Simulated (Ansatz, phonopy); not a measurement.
# AgB (hypothetical, Pm-3m): phonons against volume, part 3 of 3

Which modes of AgB (hypothetical) drive its thermal expansion? The crystal structure is hypothetical: it was made by swapping elements on a known structure type.

Ansatz 0.2.0; DFT PBEsol, scalar-relativistic, plane waves, PAW.

So far, highest frequency (cm⁻¹): step 6 (phonons, V/V0 1) 305.

**10. Phonons, V/V0 0.985**

The same q-mesh and k-mesh are kept at every volume, so that much of their error can cancel in the differences.

Contents of input.yaml:

```yaml
crystal:
  lattice:
    - [2.8465436245, 0.0, 0.0]
    - [0.0, 2.8465436245, 0.0]
    - [0.0, 0.0, 2.8465436245]
  atoms:
    - { symbol: B, position: [0.5, 0.5, 0.5] }
    - { symbol: Ag, position: [0.0, 0.0, 0.0] }
kpoints:
  mp_grid: { grid: [16, 16, 16] }
hamiltonian:
  xc: pbesol
scf:
  occupations: { method: methfessel_paxton, width: 0.2 }
output:
  eigenvalues: true
phonons:
  method: dfpt
  qmesh: [4, 4, 4]
  temperatures: { t_max: 1000, t_step: 50 }
  qpath:
    path:
      - [[0.0, 0.0, 0.0], [0.0, 0.5, 0.0], [0.5, 0.5, 0.0], [0.0, 0.0, 0.0], [0.5, 0.5, 0.5], [0.0, 0.5, 0.0]]
      - [[0.5, 0.5, 0.5], [0.5, 0.5, 0.0]]
    npoints: 10
```

Command:

```bash
ansatz run input.yaml --threads 4 --pin off --max-ram 8192MiB --backend cpu --events-out ev --progress --plain --runs-dir out
```

Numbers of over 12 decimals in the logs are rounded to 6 here.

The program printed:

```text
[...]
Crystal: 2 atoms, lattice volume = 23.065 Å³
Basis set: ecut = 420 eV, 461 PW (Γ), exchange–correlation on 40×40×40 points (8 copies of the dense FFT grid, shifted against one another)
Bands: 15, of which v1, the nominal top of the filled ones, is band 11 counted from 1 (10 counted from 0)
Symmetry: 48 space group operations
k-points: 165 of 4096
[...]
k-point 164: bands = [... 7 lower, 13.1496, 13.1496, 14.4539, 19.6875, 19.6875, 19.6875, 21.2512, 21.2512]
[...]
ASR residual: 1.043e-5 → 0.000e0 eV/Å²; symmetrization residual: 8.450e-7 eV/Å²
  ASR residual per site (eV/Å²): 5.59e-7 1.04e-5
  Γ frequencies (cm⁻¹): 0.00 0.00 0.00 202.05 202.05 202.05
--- Phonons (arbitrary-q DFPT): 10 irreducible q on the 4×4×4 mesh ---
[...]
interpolated dispersion: 62 rows × 6 modes
[...]
[key lines of the parts left out:]
SCF converged after 7 iterations
Free energy (F): -7672.285628 eV
Fermi energy:    17.098247 eV
```

Run time: 4.7 min. Hardware: 4 threads of Arm Neoverse V1, shared host; peak memory 2 GiB; 18 min of CPU time.

No LO-TO term. Phonon branches along the path, in cm⁻¹:

```tsv
point	branch 1	branch 2	branch 3	branch 4	branch 5	branch 6
Γ	0	0	0	202	202	202
X	47	47	175	202	202	291
M	-47	-47	72	250	250	265
Γ	0	0	0	202	202	202
R	-129	-129	-129	155	155	155
X	47	47	175	202	202	291
jump to R	-129	-129	-129	155	155	155
M	-47	-47	72	250	250	265
```

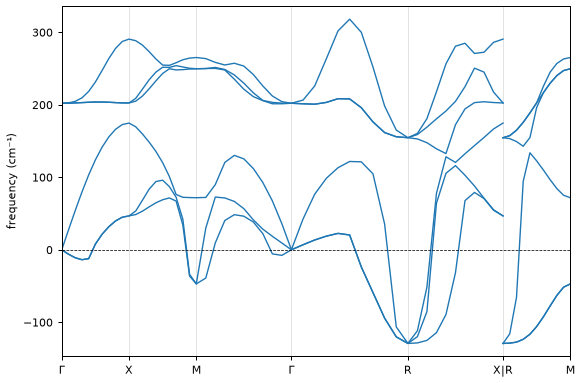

Phonon branches along the path.

The lowest solved frequency is -129 cm⁻¹, so the cell is unstable here and gives no valid free energy. The highest zone-centre mode (no LO–TO term) moved by +7.7 % for a volume change of -1.5 %.

**11. Single point at a scaled cell, V/V0 1.03**

Symmetry fixes every atom, so a single point at the scaled cell gives the energy and pressure of this member.

The cell differs from the one that the last finished run ended in (a 2.847 → 2.889 Å, b 2.847 → 2.889 Å, c 2.847 → 2.889 Å).

input.yaml, the sections that differ from step 10:

```yaml
crystal:
  lattice:
    - [2.8892481377, 0.0, 0.0]
    - [0.0, 2.8892481377, 0.0]
    - [0.0, 0.0, 2.8892481377]
  atoms:
    - { symbol: B, position: [0.5, 0.5, 0.5] }
    - { symbol: Ag, position: [0.0, 0.0, 0.0] }
output:
  forces: true
  stress: true
  eigenvalues: true
# kpoints, hamiltonian, scf: as in step 10
# phonons: removed
```

The program printed:

```text
[...]
Crystal: 2 atoms, lattice volume = 24.119 Å³
Basis set: ecut = 420 eV, 461 PW (Γ), exchange–correlation on 40×40×40 points (8 copies of the dense FFT grid, shifted against one another)
Bands: 15, of which v1, the nominal top of the filled ones, is band 11 counted from 1 (10 counted from 0)
Symmetry: 48 space group operations
[...]
k-points: 165 of 4096
[...]
--- Band table (eV; the first three rows and the last of 165) ---
  k-point 0: bands = [... 7 lower, 11.4176, 11.4176, 11.4176, 17.8797, 17.8797, 17.8797, 24.4421, 28.2145]
  k-point 1: bands = [... 7 lower, 11.3620, 11.3620, 11.4212, 17.5896, 17.9841, 17.9841, 24.5771, 28.1593]
  k-point 2: bands = [... 7 lower, 11.2107, 11.2107, 11.4317, 16.8559, 18.2802, 18.2802, 24.8624, 28.0010]
  k-point 164: bands = [... 7 lower, 12.2454, 12.2454, 13.4189, 18.5801, 18.5801, 18.5801, 20.2496, 20.2496]
[key lines of the parts left out:]
SCF converged after 5 iterations
Free energy (F): -7672.278864 eV
Fermi energy:    16.074946 eV
P = ⅓ Tr σ = -4.1175 GPa (-41.175 kbar)
```

Elapsed: 0.8 s, on 4 threads; peak memory 0.37 GiB; 2.6 s of CPU time.

The run ends at a pressure of -4.12 GPa.

**12. Phonons, V/V0 1.03**

Phonons at this volume give one point of F(V, T); meshes stay fixed along the series.

input.yaml, the sections that differ from step 11:

```yaml
output:
  eigenvalues: true
phonons:
  method: dfpt
  qmesh: [4, 4, 4]
  temperatures: { t_max: 1000, t_step: 50 }
  qpath:
    path:
      - [[0.0, 0.0, 0.0], [0.0, 0.5, 0.0], [0.5, 0.5, 0.0], [0.0, 0.0, 0.0], [0.5, 0.5, 0.5], [0.0, 0.5, 0.0]]
      - [[0.5, 0.5, 0.5], [0.5, 0.5, 0.0]]
    npoints: 10
# crystal, kpoints, hamiltonian, scf: as in step 11
```

The program printed:

```text
[...]
Crystal: 2 atoms, lattice volume = 24.119 Å³
Basis set: ecut = 420 eV, 461 PW (Γ), exchange–correlation on 40×40×40 points (8 copies of the dense FFT grid, shifted against one another)
Bands: 15, of which v1, the nominal top of the filled ones, is band 11 counted from 1 (10 counted from 0)
Symmetry: 48 space group operations
k-points: 165 of 4096
[...]
k-point 164: bands = [... 7 lower, 12.2454, 12.2454, 13.4189, 18.5801, 18.5801, 18.5801, 20.2496, 20.2496]
[...]
ASR residual: 9.247e-6 → 0.000e0 eV/Å²; symmetrization residual: 9.642e-7 eV/Å²
  ASR residual per site (eV/Å²): 5.59e-7 9.25e-6
  Γ frequencies (cm⁻¹): 0.00 0.00 0.00 158.59 158.59 158.59
--- Phonons (arbitrary-q DFPT): 10 irreducible q on the 4×4×4 mesh ---
[...]
interpolated dispersion: 62 rows × 6 modes
[...]
[key lines of the parts left out:]
SCF converged after 7 iterations
Free energy (F): -7672.278864 eV
Fermi energy:    16.074966 eV
```

Run time: 4.8 min. Hardware: 4 threads; peak memory 2.1 GiB.

No LO-TO term. The phonon branches at the labelled points (cm⁻¹):

```tsv
point	branch 1	branch 2	branch 3	branch 4	branch 5	branch 6
Γ	0	0	0	159	159	159
X	25	25	155	158	158	242
M	-67	-67	59	209	209	221
Γ	0	0	0	159	159	159
R	-164	-164	-164	137	137	137
X	25	25	155	158	158	242
jump to R	-164	-164	-164	137	137	137
M	-67	-67	59	209	209	221
```

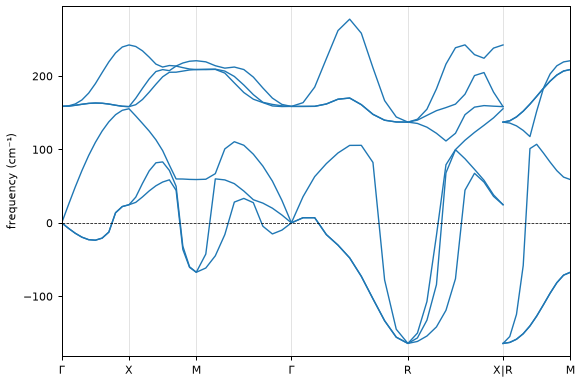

Phonon branches along the path.

The lowest solved frequency is -164 cm⁻¹, so the cell is unstable here and gives no valid free energy. The highest zone-centre mode (no LO–TO term) moved by -15.4 % for a volume change of +3.0 %.

**13. A cell at another volume, V/V0 0.97**

Symmetry fixes every atom, so a single point at the scaled cell gives the energy and pressure of this member.

The cell differs from the one that the last finished run ended in (a 2.889 → 2.832 Å, b 2.889 → 2.832 Å, c 2.889 → 2.832 Å).

input.yaml, the sections that differ from step 12:

```yaml
crystal:
  lattice:
    - [2.8320201901, 0.0, 0.0]
    - [0.0, 2.8320201901, 0.0]
    - [0.0, 0.0, 2.8320201901]
  atoms:
    - { symbol: B, position: [0.5, 0.5, 0.5] }
    - { symbol: Ag, position: [0.0, 0.0, 0.0] }
output:
  forces: true
  stress: true
  eigenvalues: true
  write_density: true
  write_potential: true
  elf: true
  volumetric_format: npy
# kpoints, hamiltonian, scf: as in step 12
# phonons: removed
```

The program printed:

```text
[...]
Crystal: 2 atoms, lattice volume = 22.714 Å³
Basis set: ecut = 420 eV, 461 PW (Γ), exchange–correlation on 40×40×40 points (8 copies of the dense FFT grid, shifted against one another)
Bands: 15, of which v1, the nominal top of the filled ones, is band 11 counted from 1 (10 counted from 0)
Symmetry: 48 space group operations
[...]
k-points: 165 of 4096
[...]
--- Band table (eV; the first three rows and the last of 165) ---
  k-point 0: bands = [... 7 lower, 12.5514, 12.5514, 12.5514, 19.1750, 19.1750, 19.1750, 26.5435, 29.8670]
  k-point 1: bands = [... 7 lower, 12.4886, 12.4886, 12.5555, 18.8852, 19.2893, 19.2893, 26.6701, 29.7959]
  k-point 2: bands = [... 7 lower, 12.3181, 12.3181, 12.5673, 18.1479, 19.6128, 19.6128, 26.9298, 29.5933]
  k-point 164: bands = [... 7 lower, 13.4691, 13.4691, 14.8189, 20.0793, 20.0793, 20.0793, 21.6060, 21.6060]
[key lines of the parts left out:]
SCF converged after 5 iterations
Free energy (F): -7672.277739 eV
Fermi energy:    17.463638 eV
P = ⅓ Tr σ = 4.8931 GPa (48.931 kbar)
```

Run time: 1 s. Hardware: 4 threads; peak memory 0.37 GiB.

The run ends at a pressure of 4.89 GPa.

**14. Lattice dynamics at this volume, V/V0 0.97**

The same q-mesh and k-mesh are kept at every volume, so that much of their error can cancel in the differences.

input.yaml, the sections that differ from step 13:

```yaml
output:
  eigenvalues: true
phonons:
  method: dfpt
  qmesh: [4, 4, 4]
  temperatures: { t_max: 1000, t_step: 50 }
  qpath:
    path:
      - [[0.0, 0.0, 0.0], [0.0, 0.5, 0.0], [0.5, 0.5, 0.0], [0.0, 0.0, 0.0], [0.5, 0.5, 0.5], [0.0, 0.5, 0.0]]
      - [[0.5, 0.5, 0.5], [0.5, 0.5, 0.0]]
    npoints: 10
# crystal, kpoints, hamiltonian, scf: as in step 13
```

The program printed:

```text
[...]
Crystal: 2 atoms, lattice volume = 22.714 Å³
Basis set: ecut = 420 eV, 461 PW (Γ), exchange–correlation on 40×40×40 points (8 copies of the dense FFT grid, shifted against one another)
Bands: 15, of which v1, the nominal top of the filled ones, is band 11 counted from 1 (10 counted from 0)
Symmetry: 48 space group operations
k-points: 165 of 4096
[...]
k-point 164: bands = [... 7 lower, 13.4692, 13.4692, 14.8189, 20.0793, 20.0793, 20.0793, 21.6060, 21.6060]
[...]
ASR residual: 1.070e-5 → 0.000e0 eV/Å²; symmetrization residual: 8.361e-7 eV/Å²
  ASR residual per site (eV/Å²): 9.92e-7 1.07e-5
  Γ frequencies (cm⁻¹): 0.00 0.00 0.00 216.80 216.80 216.80
--- Phonons (arbitrary-q DFPT): 10 irreducible q on the 4×4×4 mesh ---
[...]
interpolated dispersion: 62 rows × 6 modes
[...]
[key lines of the parts left out:]
SCF converged after 7 iterations
Free energy (F): -7672.277739 eV
Fermi energy:    17.463664 eV
```

Run time: 4.7 min. Hardware: 4 threads; peak memory 2 GiB.

No LO-TO term. Phonon branches along the path, in cm⁻¹:

```tsv
point	branch 1	branch 2	branch 3	branch 4	branch 5	branch 6
Γ	0	0	0	217	217	217
X	53	53	182	217	217	307
M	-40	-40	76	264	264	280
Γ	0	0	0	217	217	217
R	-117	-117	-117	161	161	161
X	53	53	182	217	217	307
jump to R	-117	-117	-117	161	161	161
M	-40	-40	76	264	264	280
```

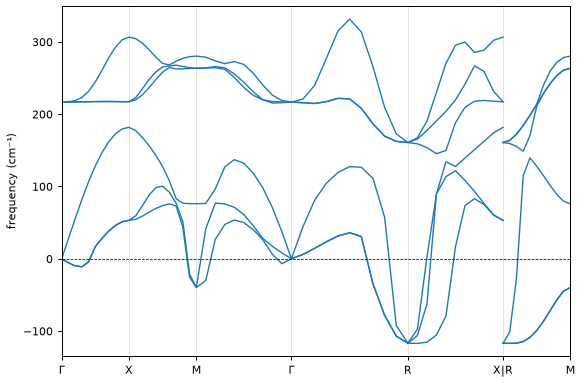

Phonon branches along the path.

The lowest solved frequency is -117 cm⁻¹, so the cell is unstable here and gives no valid free energy. The highest zone-centre mode (no LO–TO term) moved by +15.6 % for a volume change of -3.0 %.

**15. Single point at a scaled cell, V/V0 1.05**

Symmetry fixes every atom, so a single point at the scaled cell gives the energy and pressure of this member.

The cell differs from the one that the last finished run ended in (a 2.832 → 2.908 Å, b 2.832 → 2.908 Å, c 2.832 → 2.908 Å).

input.yaml, the sections that differ from step 14:

```yaml
crystal:
  lattice:
    - [2.9078290222, 0.0, 0.0]
    - [0.0, 2.9078290222, 0.0]
    - [0.0, 0.0, 2.9078290222]
  atoms:
    - { symbol: B, position: [0.5, 0.5, 0.5] }
    - { symbol: Ag, position: [0.0, 0.0, 0.0] }
output:
  forces: true
  stress: true
  eigenvalues: true
  write_density: true
  write_potential: true
  elf: true
  volumetric_format: npy
# kpoints, hamiltonian, scf: as in step 14
# phonons: removed
```

The program printed:

```text
[...]
Crystal: 2 atoms, lattice volume = 24.587 Å³
Basis set: ecut = 420 eV, 461 PW (Γ), exchange–correlation on 40×40×40 points (8 copies of the dense FFT grid, shifted against one another)
Bands: 15, of which v1, the nominal top of the filled ones, is band 11 counted from 1 (10 counted from 0)
Symmetry: 48 space group operations
[...]
k-points: 165 of 4096
[...]
--- Band table (eV; the first three rows and the last of 165) ---
  k-point 0: bands = [... 7 lower, 11.0679, 11.0679, 11.0679, 17.4794, 17.4794, 17.4794, 23.7950, 27.7036]
  k-point 1: bands = [... 7 lower, 11.0145, 11.0145, 11.0714, 17.1891, 17.5808, 17.5808, 23.9325, 27.6530]
  k-point 2: bands = [... 7 lower, 10.8688, 10.8688, 11.0815, 16.4566, 17.8686, 17.8686, 24.2253, 27.5073]
  k-point 164: bands = [... 7 lower, 11.8686, 11.8686, 12.9858, 18.1190, 18.1190, 18.1190, 19.8326, 19.8326]
[key lines of the parts left out:]
SCF converged after 5 iterations
Free energy (F): -7672.263327 eV
Fermi energy:    15.649408 eV
P = ⅓ Tr σ = -6.4587 GPa (-64.587 kbar)
```

It took 1.1 s on 4 threads; peak memory 0.38 GiB; 3.6 s of CPU time.

The run ends at a pressure of -6.46 GPa.

**16. Lattice dynamics at this volume, V/V0 1.05**

The same q-mesh and k-mesh are kept at every volume, so that much of their error can cancel in the differences.

input.yaml, the sections that differ from step 15:

```yaml
output:
  eigenvalues: true
phonons:
  method: dfpt
  qmesh: [4, 4, 4]
  temperatures: { t_max: 1000, t_step: 50 }
  qpath:
    path:
      - [[0.0, 0.0, 0.0], [0.0, 0.5, 0.0], [0.5, 0.5, 0.0], [0.0, 0.0, 0.0], [0.5, 0.5, 0.5], [0.0, 0.5, 0.0]]
      - [[0.5, 0.5, 0.5], [0.5, 0.5, 0.0]]
    npoints: 10
# crystal, kpoints, hamiltonian, scf: as in step 15
```

The program printed:

```text
[...]
Crystal: 2 atoms, lattice volume = 24.587 Å³
Basis set: ecut = 420 eV, 461 PW (Γ), exchange–correlation on 40×40×40 points (8 copies of the dense FFT grid, shifted against one another)
Bands: 15, of which v1, the nominal top of the filled ones, is band 11 counted from 1 (10 counted from 0)
Symmetry: 48 space group operations
k-points: 165 of 4096
[...]
k-point 164: bands = [... 7 lower, 11.8687, 11.8687, 12.9858, 18.1190, 18.1190, 18.1190, 19.8326, 19.8326]
[...]
ASR residual: 8.041e-6 → 0.000e0 eV/Å²; symmetrization residual: 9.470e-7 eV/Å²
  ASR residual per site (eV/Å²): 1.05e-6 8.04e-6
  Γ frequencies (cm⁻¹): 0.00 0.00 0.00 138.67 138.67 138.67
--- Phonons (arbitrary-q DFPT): 10 irreducible q on the 4×4×4 mesh ---
[...]
interpolated dispersion: 62 rows × 6 modes
[...]
[key lines of the parts left out:]
SCF converged after 7 iterations
Free energy (F): -7672.263327 eV
Fermi energy:    15.649428 eV
```

Wall time 4.9 min (4 threads); peak memory 2.1 GiB.

The lowest solved frequency is -176 cm⁻¹, so the cell is unstable here and gives no valid free energy. The highest zone-centre mode (no LO–TO term) moved by -26.1 % for a volume change of +5.0 %.

**17. Mode Grüneisen parameters**

This step: DFT PBEsol, scalar-relativistic, plane waves, PAW (phonopy 4.10.0).

Volume series, by row:

```tsv
V/V0	V (Å³/atom)	pressure (GPa)	E - E0 (meV/atom)	gap (eV)	zero-point energy (meV/atom)	lowest on the path (cm⁻¹)	highest at Gamma without the LO-TO term (cm⁻¹)
0.97	11.36	4.893	5.283	0	-	-117.1	216.8
0.985	11.53	2.344	1.297	0	-	-129.2	202.1
1	11.71	0	0	0	-	-141.7	187.5
1.015	11.88	-2.151	1.191	0	-	-153.7	173.1
1.03	12.06	-4.117	4.664	0	-	-164.2	158.6
1.05	12.29	-6.459	12.5	0	-	-175.5	138.7
```

Table of optical frequency at Gamma without the LO-TO term, mode 4 by V/V0:

```tsv
V/V0	optical frequency at Gamma without the LO-TO term, mode 4 (cm⁻¹)
0.9700	217
0.9850	202
1.0000	188
1.0150	173
1.0300	159
1.0500	139
```

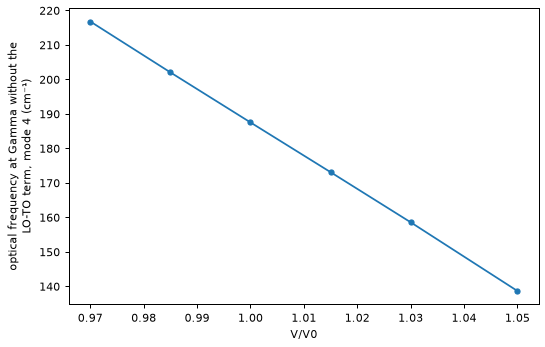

Optical frequency at Gamma without the LO-TO term, mode 4 against V/V0.

**18. Outcome**

| Item | Value |
| --- | --- |
| lowest frequency over the volumes | -176 cm⁻¹ |

In words: Imaginary modes appear at V/V0 = 0.97, 0.985, 1, 1.015, 1.03 and 1.05, so too few stable volumes remain for a free-energy fit. Mode Grüneisen parameters diverge near a vanishing branch and are not given. The softest solved mode at V/V0 = 1.05 is 176i cm⁻¹ at q = (-0.5, -0.5, -0.5), and 6 of 10 solved wavevectors carry a mode beyond 8i cm⁻¹. In a metal soft modes also hang on the k-mesh and the smearing, which were not converged here. The PAW files were made for PBE and are used here under another functional, for which the program regenerates the frozen cores.

[Logs are printed without paths, hosts, clocks, repeated set-up lines and the standing remarks that a program may print on its own settings, such as how far it seeks lower states.]

[Hosts, paths, dates, database ids (printed as entryN), source tags and the programs' standing remarks are cut or masked in the printed files.]

[A step with changed settings may run another functional than the one named; its input shows which.]

[Of the runs on displaced cells, only some may be shown.]
